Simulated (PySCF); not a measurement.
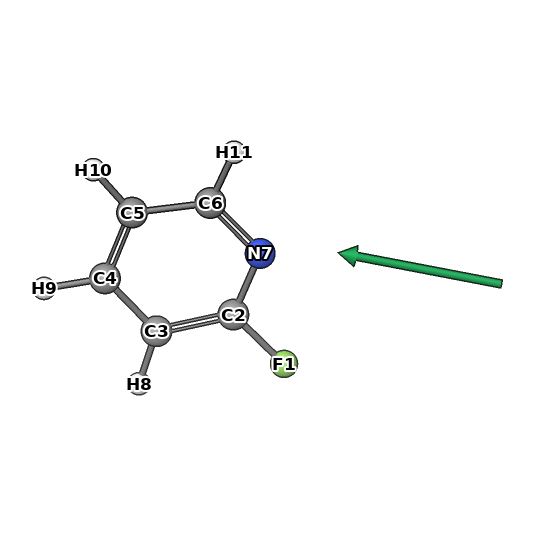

The arrow beside the molecule shows the direction of the dipole moment, from the negative to the positive end (its length means nothing). The computed structure is the end point of a PBE0-D3(BJ)/def2-SVP optimisation. No frequency run is at hand to confirm it as a minimum. Level of theory: PBE0/def2-SVP, gas phase (PySCF 2.14.0).

Q: Estimate the dipole moment.

A: 3.11 D; it points from the side of F1 to the side of H9 (the outermost atoms at the two ends).
